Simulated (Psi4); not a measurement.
**C2H2FN (fluoroacetonitrile) at HF/def2-TZVPD (density fitting with cc-pvdz-jkfit, sweep point 2)**

Aim: the vertical singlet–triplet gap of C2H2FN (fluoroacetonitrile) at HF/def2-TZVPD (density fitting with cc-pvdz-jkfit, sweep point 2), from 2 runs. 

Program for the calculation: Psi4 1.11.

6 further runs of the same task are left out: 4 that didn't finish, 2 set aside as unsound or not needed.

**1. Starting point**

The species is C2H2FN (6 atoms), meant as a singlet with charge 0. SMILES: `N#CCF`. The coordinates come from a PBE0-D4/def2-TZVP relaxation.

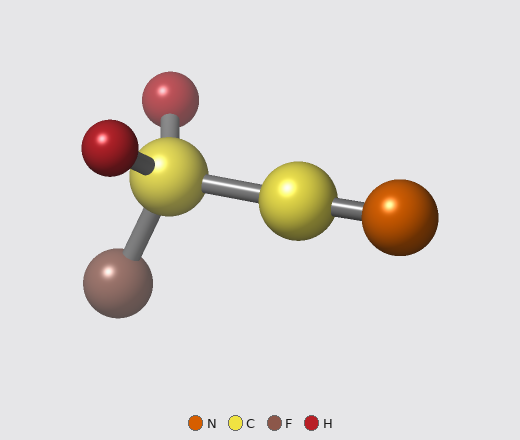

Viewed from a chosen angle; nitrogen orange, carbon yellow, fluorine brown, hydrogen red.

**2. A single-point energy at HF/def2-TZVPD (density fitting with cc-pvdz-jkfit, sweep point 2)**

job.inp reads:

```
memory 1600 mb

molecule geom {
  0 1
  N     -1.529900    -1.437900     0.378100
  C     -0.705300    -0.665400     0.173900
  C      0.326600     0.340600    -0.065100
  F      1.299700    -0.150000    -0.893200
  H      0.778700     0.627700     0.888400
  H     -0.127700     1.220900    -0.528300
  units angstrom
  symmetry c1
}

set puream true
set scf_type df
set df_basis_scf cc-pvdz-jkfit

result = energy('hf/def2-TZVPD')
```

Launch:

```sh
$ psi4 -n 1 job.inp job.out
```

job.out:

```text
[...]
  Running in c1 symmetry.
[...]
  Nuclear repulsion =  100.217958129320351
[...]
  Multiplicity = 1
[...]
  Nalpha       = 15
  Nbeta        = 15
[...]
    Number of basis functions: 169
[...]
   @DF-RHF iter   1:  -230.76502758606654   -9.56341e-01   2.56442e-03 DIIS/ADIIS
[...]
   @DF-RHF iter   8:  -230.85785657515407   -1.49185e-07   7.22976e-07 DIIS
[...]
    Orbital Energies [Eh]
    ---------------------
    Doubly Occupied:
       1A    -26.325833     2A    -15.596451     3A    -11.382650
       4A    -11.292301     5A     -1.641615     6A     -1.245093
       7A     -1.046990     8A     -0.788276     9A     -0.757119
      10A     -0.742642    11A     -0.631605    12A     -0.599653
      13A     -0.573946    14A     -0.496945    15A     -0.484904
[...]
  @DF-RHF Final Energy:  -230.85785657515407
   => Energetics <=
    Nuclear Repulsion Energy =            100.2179581293203512
    One-Electron Energy =                -514.9395323261329622
    Two-Electron Energy =                 183.8637176216585658
    Total Energy =                       -230.8578565751540737
[...]
 Multipole Moments:
 ------------------------------------------------------------------------------------
     Multipole            Electronic (a.u.)      Nuclear  (a.u.)        Total (a.u.)
 ------------------------------------------------------------------------------------
 L = 1.  Multiply by 2.5417464519 to convert [e a0] to [Debye]
 Dipole X            :          1.1107513           -0.6015948            0.5091565
 Dipole Y            :         -1.0132813            2.2723839            1.2591026
 Dipole Z            :         -1.1351095            1.3365454            0.2014359
 Magnitude           :                                                    1.3730098
[...]
```

It took 3.3 s on 1 thread of Intel Xeon Platinum 8488C (Sapphire Rapids), shared host; peak memory 0.27 GiB.

**3. The triplet**

c2h2fn.inp reads:

```
memory 1600 mb

molecule {
  0 3
  N     -1.529900    -1.437900     0.378100
  C     -0.705300    -0.665400     0.173900
  C      0.326600     0.340600    -0.065100
  F      1.299700    -0.150000    -0.893200
  H      0.778700     0.627700     0.888400
  H     -0.127700     1.220900    -0.528300
  symmetry c1
}

set {
  basis def2-TZVPD
  reference uhf
  puream true
  scf_type df
  df_basis_scf cc-pvdz-jkfit
  maxiter 150
}

energy_value = energy('hf')
print_variables()
```

Launch:

```sh
$ psi4 -n 1 c2h2fn.inp c2h2fn.out
```

c2h2fn.out:

```text
[...]
  Running in c1 symmetry.
[...]
  Nuclear repulsion =  100.217958129320351
[...]
  Multiplicity = 3
[...]
  Nalpha       = 16
  Nbeta        = 14
[...]
    Number of basis functions: 169
[...]
   @DF-UHF iter   1:  -230.40023884969546   -5.91552e-01   2.85853e-03 DIIS/ADIIS
[...]
   @DF-UHF iter  12:  -230.63581988459487   -1.60370e-07   8.21670e-07 DIIS
[...]
   @S^2 Observed:                2.021702033E+00
[...]
    Orbital Energies [Eh]
    ---------------------
    Alpha Occupied:
       1A    -26.294656     2A    -15.617800     3A    -11.369234
       4A    -11.317809     5A     -1.622142     6A     -1.343618
       7A     -1.045186     8A     -0.789817     9A     -0.742555
      10A     -0.741130    11A     -0.650496    12A     -0.629680
      13A     -0.620508    14A     -0.591186    15A     -0.551070
      16A     -0.248276
    Alpha Virtual:
      17A      0.058692    18A      0.096016    19A      0.110146
      20A      0.120825    21A      0.124395    22A      0.162479
      23A      0.170434    24A      0.173099    25A      0.184812
[...]
  @DF-UHF Final Energy:  -230.63581988459487
   => Energetics <=
    Nuclear Repulsion Energy =            100.2179581293203512
    One-Electron Energy =                -514.7454652398030248
    Two-Electron Energy =                 183.8916872258878357
    Total Energy =                       -230.6358198845948664
  UHF NO Occupations:
  HONO-2 :   14  A 1.9953475
  HONO-1 :   15  A 1.0000000
[...]
 Multipole Moments:
 ------------------------------------------------------------------------------------
     Multipole            Electronic (a.u.)      Nuclear  (a.u.)        Total (a.u.)
 ------------------------------------------------------------------------------------
 L = 1.  Multiply by 2.5417464519 to convert [e a0] to [Debye]
 Dipole X            :          0.7317896           -0.6015948            0.1301948
 Dipole Y            :         -1.2983152            2.2723839            0.9740687
 Dipole Z            :         -1.0119914            1.3365454            0.3245540
 Magnitude           :                                                    1.0349376
[...]
```

It took 4.8 s on 1 thread of Intel Xeon Platinum 8488C (Sapphire Rapids), shared host; peak memory 0.27 GiB.

**4. Results**

At HF/def2-TZVPD (density fitting with cc-pvdz-jkfit, sweep point 2):

| quantity | value |
| --- | --- |
| singlet: total energy | -230.85786 Eh |
| singlet: dipole moment | 3.49 D |
| singlet: HOMO energy | -13.19 eV |
| singlet: LUMO energy | 1.55 eV |
| singlet: HOMO–LUMO gap | 14.75 eV |
| triplet: total energy | -230.63582 Eh |
| triplet: dipole moment | 2.63 D |
| triplet: HOMO energy (highest over α and β) | -6.76 eV |
| triplet: LUMO energy (lowest over α and β) | -1.48 eV |
| triplet: ⟨S²⟩ | 2.022 |
| vertical energy of the triplet above the singlet | 6.042 eV |

**Reading.** At this shape the triplet lies 6.04 eV (139 kcal/mol) above the singlet.
